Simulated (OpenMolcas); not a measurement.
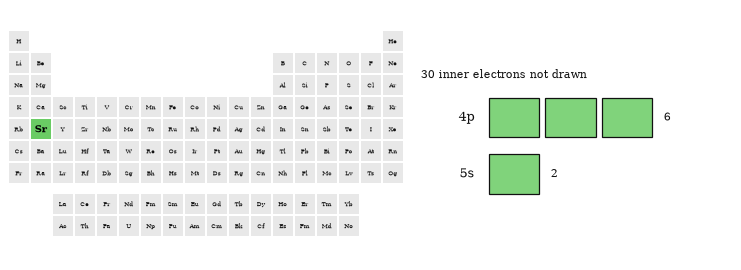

Left, the place of strontium in the periodic table; right, the outer shells of the leading configuration of the lowest level: a box for each of the 2l + 1 orbitals, shaded by the share of the shell that is filled, with the electron count at the right.

**Run report: Sr, multiconfigurational calculation (part 1 of 2)**

Sr. Computed at this level: state-averaged CASSCF, active space 2 electrons in the shells 4d 5s 5p, basis ANO-R2, X2C scalar Hamiltonian, spin-orbit coupling by RASSI with atomic mean-field integrals (OpenMolcas).

### Input file
```
&GATEWAY
Coord
1

Sr 0.0 0.0 0.0
Basis=ANO-R2
Group=XYZ
NoMove
AngMom=0.0 0.0 0.0
AMFI
&SEWARD
&RASSCF
FileOrb=start.orb
Symmetry=1
Spin=3
nActEl=2 0 0
Inactive=9 9
Ras2=6 3
CIRoot=18 18 1
SDav=18
CIMx=300
Iter=120 100
PrWF=0.3
OrbListing=Nothing
MaxOrb=0
Atom
>>> COPY $Project.JobIph JOB001
&RASSCF
FileOrb=start.orb
Symmetry=1
Spin=1
nActEl=2 0 0
Inactive=9 9
Ras2=6 3
CIRoot=6 6 1
SDav=27
CIMx=300
Iter=120 100
PrWF=0.3
OrbListing=Nothing
MaxOrb=0
Atom
>>> COPY $Project.JobIph JOB002
&RASSCF
FileOrb=start.orb
Symmetry=2
Spin=3
nActEl=2 0 0
Inactive=9 9
Ras2=6 3
CIRoot=10 10 1
SDav=18
CIMx=300
Iter=120 100
PrWF=0.3
OrbListing=Nothing
MaxOrb=0
Atom
>>> COPY $Project.JobIph JOB003
&RASSCF
FileOrb=start.orb
Symmetry=2
Spin=1
nActEl=2 0 0
Inactive=9 9
Ras2=6 3
CIRoot=8 8 1
SDav=18
CIMx=300
Iter=120 100
PrWF=0.3
OrbListing=Nothing
MaxOrb=0
Atom
>>> COPY $Project.JobIph JOB004
&RASSI
NrOfJobIphs=4 8 6 10 8
1 2 3 4 5 6 7 8
1 2 3 4 5 6
1 2 3 4 5 6 7 8 9 10
1 2 3 4 5 6 7 8
IphNames
JOB001
JOB002
JOB003
JOB004
EJob
SpinOrbit
DIPRint=1.0
SOCoupling=1000.0
Subsets=2
MEES
Property=10
'ANGMOM' 1 'ANGMOM' 2 'ANGMOM' 3 'MLTPL  1' 1 'MLTPL  1' 2 'MLTPL  1' 3
'AMFI' 1 'AMFI' 2 'AMFI' 3 'MLTPL  2' 6
SOProperty=3
'ANGMOM' 1 'ANGMOM' 2 'ANGMOM' 3
```

The file start.orb holds starting orbitals from an earlier step. A driver script formed the levels outside the program, from RASSI's spin-orbit matrix and the active-space energies, averaged over the components of each term or state.

### Output (extracts)
```
--- SEWARD ---
Basis set label: SR.ANO-R...6S5P3D1F.

      Electronic valence basis set:
      ------------------
      Associated Effective Charge  38.000000 au
      Associated Actual Charge     38.000000 au
      Nuclear Model: Finite nucleus - Gaussian distribution
        Gaussian exponent, Xi/bohr**(-2):  2.28394E+08

      Shell  nPrim  nBasis  Cartesian Spherical Contaminant
         s      22       6        X
         p      15       5        X
         d      10       3                 X
         f       6       1                 X
                  Relativistic X2C integrals
                  Atomic mean-field integrals
--- RASSCF ---
Wave function specifications:
      -----------------------------

      Number of closed shell electrons          36
      Number of electrons in active shells       2
      Max number of holes in RAS1 space          0
      Max nr of electrons in RAS3 space          0
      Number of inactive orbitals               18
      Number of active orbitals                  9
      Number of secondary orbitals              16
      Spin quantum number                      1.0
      State symmetry                             1
Orbital specifications:
      -----------------------

      Symmetry species                           1   2
                                                ag  au
      Frozen orbitals                            0   0
      Inactive orbitals                          9   9
      Active orbitals                            6   3
      RAS1 orbitals                              0   0
      RAS2 orbitals                              6   3
      RAS3 orbitals                              0   0
      Secondary orbitals                         6  10
      Deleted orbitals                           0   0
      Number of basis functions                 21  22
      Number of CSFs                            18
      Number of root(s) required                18
      Iter CI   SX   CI       RASSCF       Energy    max ROT     max BLB   max BLB  Level Ln srch  Step   QN
          iter iter root      energy       change     param      element    value   shift minimum  type update
 Nr of preliminary CI iterations:   1
      Total energies have been shifted. Add                -3000.00 au
        1   1    2    0  -177.18058009    0.00E+00   1.48E-06    1  16 1  5.89E-06   0.39   0.00    SX    NO
        2   1    2    0  -177.18058009   -1.05E-11   8.03E-07    9  16 1 -7.68E-07   0.39   0.00    SX    NO
        3   1    2    0  -177.18058009   -4.55E-13   4.38E-07    9  16 1 -2.32E-07   0.39   0.00    SX    NO
        4   1    2    0  -177.18058009   -1.82E-12   2.44E-07    9  16 1 -7.31E-08   0.39   0.00    SX    NO
      Convergence after  4 iterations
        5   1    2    0  -177.18058009    1.36E-12   2.44E-07    9  16 1 -2.41E-08   0.39   0.00    SX    NO
      Natural orbitals and occupation numbers for root  1
      sym 1:   1.000000   0.000000   0.000000   0.000000   0.000000   1.000000
      sym 2:   0.000000   0.000000   0.000000
      Natural orbitals and occupation numbers for root  2
      sym 1:  -0.000000   0.000000   1.000000   0.000000  -0.000000   1.000000
      sym 2:   0.000000  -0.000000   0.000000
      Natural orbitals and occupation numbers for root  3
      sym 1:   0.000000   0.000000   0.000000   1.000000   0.000000   1.000000
      sym 2:   0.000000   0.000000   0.000000
::    RASSCF root number  1 Total energy:  -3177.26993726
::    RASSCF root number  2 Total energy:  -3177.26993726
::    RASSCF root number  3 Total energy:  -3177.26993726
::    RASSCF root number  4 Total energy:  -3177.26993726
::    RASSCF root number  5 Total energy:  -3177.26993726
::    RASSCF root number  6 Total energy:  -3177.16204432
::    RASSCF root number  7 Total energy:  -3177.16204432
::    RASSCF root number  8 Total energy:  -3177.16204432
::    RASSCF root number  9 Total energy:  -3177.15815590
::    RASSCF root number 10 Total energy:  -3177.15815590
::    RASSCF root number 11 Total energy:  -3177.15815590
::    RASSCF root number 12 Total energy:  -3177.15815590
::    RASSCF root number 13 Total energy:  -3177.15815590
::    RASSCF root number 14 Total energy:  -3177.15815590
::    RASSCF root number 15 Total energy:  -3177.15815590
::    RASSCF root number 16 Total energy:  -3177.10251037
::    RASSCF root number 17 Total energy:  -3177.10251037
::    RASSCF root number 18 Total energy:  -3177.10251037
--- RASSCF ---
Wave function specifications:
      -----------------------------

      Number of closed shell electrons          36
      Number of electrons in active shells       2
      Max number of holes in RAS1 space          0
      Max nr of electrons in RAS3 space          0
      Number of inactive orbitals               18
      Number of active orbitals                  9
      Number of secondary orbitals              16
      Spin quantum number                      0.0
      State symmetry                             1
Orbital specifications:
      -----------------------

      Symmetry species                           1   2
                                                ag  au
      Frozen orbitals                            0   0
      Inactive orbitals                          9   9
      Active orbitals                            6   3
      RAS1 orbitals                              0   0
      RAS2 orbitals                              6   3
      RAS3 orbitals                              0   0
      Secondary orbitals                         6  10
      Deleted orbitals                           0   0
      Number of basis functions                 21  22
      Number of CSFs                            27
      Number of root(s) required                 6
      Iter CI   SX   CI       RASSCF       Energy    max ROT     max BLB   max BLB  Level Ln srch  Step   QN
          iter iter root      energy       change     param      element    value   shift minimum  type update
 Nr of preliminary CI iterations:   1
      Total energies have been shifted. Add                -3000.00 au
        1   1    4    0  -177.27836315    0.00E+00   1.43E-02    7  15 2 -1.88E-02*  0.27   0.00    SX    NO
        2   1    4    0  -177.27934217   -9.79E-04*  3.96E-03    4  17 1  4.04E-03*  0.27   0.00    SX    NO
        3   1    4    0  -177.27939512   -5.30E-05*  2.37E-03   15  16 1 -1.25E-03*  0.27   0.00    SX    NO
        4   1    4    0  -177.27940371   -8.59E-06* -1.46E-03   15  16 1 -7.67E-04*  0.27   0.00    SX    NO
        5   1    4    0  -177.27940598   -2.27E-06* -1.76E-03   15  16 1 -4.47E-04*  0.27   2.21    LS   YES
        6   1    3    0  -177.27940694   -9.61E-07*  1.69E-04    7  15 2 -1.68E-04*  0.27   1.00    QN   YES
        7   1    3    0  -177.27940701   -6.81E-08*  8.35E-05    9  10 2 -4.12E-05   0.27   1.35    QN   YES
        8   1    2    0  -177.27940701   -7.61E-09   2.67E-06    9  16 1 -3.35E-06   0.27   0.99    QN   YES
      Convergence after  8 iterations
        9   1    2    0  -177.27940701   -1.36E-11   2.67E-06    9  16 1 -4.94E-07   0.27   0.99    QN   YES
      Natural orbitals and occupation numbers for root  1
      sym 1:   0.001489   0.001489   0.001489   0.001489   0.001489   1.883515
      sym 2:   0.036348   0.036348   0.036348
      Natural orbitals and occupation numbers for root  2
      sym 1:   0.010182   0.003580   0.006345   0.949614   0.000452   0.836580
      sym 2:   0.072219   0.115890   0.005140
      Natural orbitals and occupation numbers for root  3
      sym 1:   0.946337   0.000392   0.006501   0.010085   0.003150   0.840286
      sym 2:   0.114792   0.004460   0.073996
::    RASSCF root number  1 Total energy:  -3177.36777733
::    RASSCF root number  2 Total energy:  -3177.26173295
::    RASSCF root number  3 Total energy:  -3177.26173295
::    RASSCF root number  4 Total energy:  -3177.26173295
::    RASSCF root number  5 Total energy:  -3177.26173295
::    RASSCF root number  6 Total energy:  -3177.26173295
--- RASSCF ---
Wave function specifications:
      -----------------------------

      Number of closed shell electrons          36
      Number of electrons in active shells       2
      Max number of holes in RAS1 space          0
      Max nr of electrons in RAS3 space          0
      Number of inactive orbitals               18
      Number of active orbitals                  9
      Number of secondary orbitals              16
      Spin quantum number                      1.0
      State symmetry                             2
Orbital specifications:
      -----------------------

      Symmetry species                           1   2
                                                ag  au
      Frozen orbitals                            0   0
      Inactive orbitals                          9   9
      Active orbitals                            6   3
      RAS1 orbitals                              0   0
      RAS2 orbitals                              6   3
      RAS3 orbitals                              0   0
      Secondary orbitals                         6  10
      Deleted orbitals                           0   0
      Number of basis functions                 21  22
      Number of CSFs                            18
      Number of root(s) required                10
      Iter CI   SX   CI       RASSCF       Energy    max ROT     max BLB   max BLB  Level Ln srch  Step   QN
          iter iter root      energy       change     param      element    value   shift minimum  type update
 Nr of preliminary CI iterations:   1
      Total energies have been shifted. Add                -3000.00 au
        1   1    4    0  -177.19977613    0.00E+00   4.03E-02    7  15 2 -2.18E-02*  0.39   0.00    SX    NO
        2   1    4    0  -177.20122490   -1.45E-03*  1.86E-02    9  10 2  5.44E-03*  0.39   0.00    SX    NO
        3   1    4    0  -177.20139909   -1.74E-04*  9.33E-03    9  10 2  2.05E-03*  0.39   0.00    SX    NO
        4   1    4    0  -177.20143288   -3.38E-05* -4.70E-03    9  10 2  7.51E-04*  0.39   0.00    SX    NO
        5   1    3    0  -177.20144028   -7.41E-06* -4.26E-03   15  16 1  3.48E-04*  0.39   1.92    LS   YES
        6   1    3    0  -177.20144248   -2.20E-06* -3.72E-04    9  10 2 -1.42E-04*  0.40   1.01    QN   YES
        7   1    3    0  -177.20144256   -7.91E-08* -2.58E-04    9  10 2 -6.24E-05   0.40   1.69    LS   YES
        8   1    3    0  -177.20144257   -1.59E-08*  2.08E-05    4  17 1  3.42E-05   0.40   1.00    QN   YES
        9   1    2    0  -177.20144258   -1.39E-09  -1.36E-05    6  13 2  3.35E-06   0.40   1.21    QN   YES
      Convergence after  9 iterations
       10   1    2    0  -177.20144258   -1.86E-10  -1.36E-05    4  17 1 -2.33E-06   0.40   1.21    QN   YES
      Natural orbitals and occupation numbers for root  1
      sym 1:  -0.000000   0.000000   0.009168   0.009168   0.000000   0.981665
      sym 2:   0.009168   0.009168   0.981665
      Natural orbitals and occupation numbers for root  2
      sym 1:  -0.000000  -0.000000   0.009168   0.009168   0.000000   0.981665
      sym 2:   0.981665   0.009168   0.009168
      Natural orbitals and occupation numbers for root  3
      sym 1:   0.009168   0.009168   0.000000  -0.000000   0.000000   0.981665
      sym 2:   0.009168   0.981665   0.009168
::    RASSCF root number  1 Total energy:  -3177.28095687
::    RASSCF root number  2 Total energy:  -3177.28095687
::    RASSCF root number  3 Total energy:  -3177.28095687
::    RASSCF root number  4 Total energy:  -3177.16736502
::    RASSCF root number  5 Total energy:  -3177.16736502
::    RASSCF root number  6 Total energy:  -3177.16736502
::    RASSCF root number  7 Total energy:  -3177.16736502
::    RASSCF root number  8 Total energy:  -3177.16736502
::    RASSCF root number  9 Total energy:  -3177.16736502
::    RASSCF root number 10 Total energy:  -3177.16736502
--- RASSCF ---
Wave function specifications:
      -----------------------------

      Number of closed shell electrons          36
      Number of electrons in active shells       2
      Max number of holes in RAS1 space          0
      Max nr of electrons in RAS3 space          0
      Number of inactive orbitals               18
      Number of active orbitals                  9
      Number of secondary orbitals              16
      Spin quantum number                      0.0
      State symmetry                             2
Orbital specifications:
      -----------------------

      Symmetry species                           1   2
                                                ag  au
      Frozen orbitals                            0   0
      Inactive orbitals                          9   9
      Active orbitals                            6   3
      RAS1 orbitals                              0   0
      RAS2 orbitals                              6   3
      RAS3 orbitals                              0   0
      Secondary orbitals                         6  10
      Deleted orbitals                           0   0
      Number of basis functions                 21  22
      Number of CSFs                            18
      Number of root(s) required                 8
      Iter CI   SX   CI       RASSCF       Energy    max ROT     max BLB   max BLB  Level Ln srch  Step   QN
          iter iter root      energy       change     param      element    value   shift minimum  type update
 Nr of preliminary CI iterations:   1
      Total energies have been shifted. Add                -3000.00 au
        1   1    4    0  -177.19163797    0.00E+00  -7.87E-03    9  15 1  2.86E-03*  0.40   0.00    SX    NO
        2   1    4    0  -177.19169540   -5.74E-05*  4.27E-03    9  15 1  8.34E-04*  0.40   0.00    SX    NO
        3   1    3    0  -177.19170471   -9.31E-06*  2.45E-03   15  16 1 -3.45E-04*  0.40   0.00    SX    NO
        4   1    3    0  -177.19170683   -2.12E-06*  1.43E-03   15  16 1 -2.02E-04*  0.40   0.00    SX    NO
        5   1    3    0  -177.19170742   -5.95E-07*  1.75E-03   15  16 1 -1.19E-04*  0.40   2.23    LS   YES
        6   1    3    0  -177.19170768   -2.59E-07*  1.88E-04    9  15 1 -3.90E-05   0.39   1.00    QN   YES
        7   1    3    0  -177.19170770   -1.87E-08*  1.66E-04    7  11 2  1.63E-05   0.39   1.83    QN   YES
        8   1    2    0  -177.19170771   -5.36E-09   8.87E-06    9  15 1  5.09E-06   0.39   1.03    QN   YES
      Convergence after  8 iterations
        9   1    2    0  -177.19170771   -9.00E-11   8.87E-06    9  15 1  2.13E-06   0.39   1.03    QN   YES
      Natural orbitals and occupation numbers for root  1
      sym 1:  -0.000000   0.075096  -0.000000   0.075096   0.000000   0.849808
      sym 2:   0.075096   0.075096   0.849808
      Natural orbitals and occupation numbers for root  2
      sym 1:  -0.000000  -0.000000   0.075096   0.000000   0.075096   0.849808
      sym 2:   0.849808   0.075096   0.075096
      Natural orbitals and occupation numbers for root  3
      sym 1:   0.075096  -0.000000   0.000000  -0.000000   0.075096   0.849808
      sym 2:   0.075096   0.849808   0.075096
::    RASSCF root number  1 Total energy:  -3177.23034598
::    RASSCF root number  2 Total energy:  -3177.23034598
::    RASSCF root number  3 Total energy:  -3177.23034598
::    RASSCF root number  4 Total energy:  -3177.16852475
::    RASSCF root number  5 Total energy:  -3177.16852475
::    RASSCF root number  6 Total energy:  -3177.16852475
::    RASSCF root number  7 Total energy:  -3177.16852475
::    RASSCF root number  8 Total energy:  -3177.16852475
--- RASSI ---
SPIN-FREE ENERGIES:
  (Shifted by EMIN (a.u.) =      -3177.3677773307)

 SF State       Relative EMIN(au)   Rel lowest level(eV)    D:o, cm**(-1)      L_eff

     9             0.0000000000        0.0000000000              0.0000         0.0
    15             0.0868204624        2.3625051367          19054.8890         1.0
    16             0.0868204624        2.3625051367          19054.8890         1.0
    17             0.0868204624        2.3625051367          19054.8890         1.0
     5             0.0978400729        2.6623640133          21473.4139         2.0
     1             0.0978400729        2.6623640133          21473.4139         2.0
     2             0.0978400729        2.6623640133          21473.4139         2.0
     3             0.0978400729        2.6623640133          21473.4139         2.0
     4             0.0978400729        2.6623640133          21473.4139         2.0
    10             0.1060443803        2.8856145924          23274.0513         2.0
    11             0.1060443803        2.8856145924          23274.0513         2.0
    12             0.1060443803        2.8856145924          23274.0513         2.0
    13             0.1060443803        2.8856145924          23274.0513         2.0
    14             0.1060443803        2.8856145924          23274.0513         2.0
    25             0.1374313530        3.7396976290          30162.6955         1.0
    26             0.1374313530        3.7396976290          30162.6955         1.0
    27             0.1374313530        3.7396976290          30162.6955         1.0
    28             0.1992525848        5.4219390461          43730.8876         2.0
    29             0.1992525848        5.4219390461          43730.8876         2.0
    30             0.1992525848        5.4219390461          43730.8876         2.0
    31             0.1992525848        5.4219390461          43730.8876         2.0
    32             0.1992525848        5.4219390461          43730.8876         2.0
    23             0.2004123080        5.4534967205          43985.4174         3.0
    24             0.2004123080        5.4534967205          43985.4174         3.0
    18             0.2004123080        5.4534967205          43985.4174         3.0
    19             0.2004123080        5.4534967205          43985.4174         3.0
    20             0.2004123080        5.4534967205          43985.4174         3.0
    21             0.2004123080        5.4534967205          43985.4174         3.0
    22             0.2004123080        5.4534967205          43985.4174         3.0
     6             0.2057330074        5.5982803267          45153.1759         1.0
     7             0.2057330074        5.5982803267          45153.1759         1.0
     8             0.2057330074        5.5982803267          45153.1759         1.0
     Dipole printing threshold changed to   1.00000000E+00
```

(Continued in part 2.) Outcome of the run: converged.
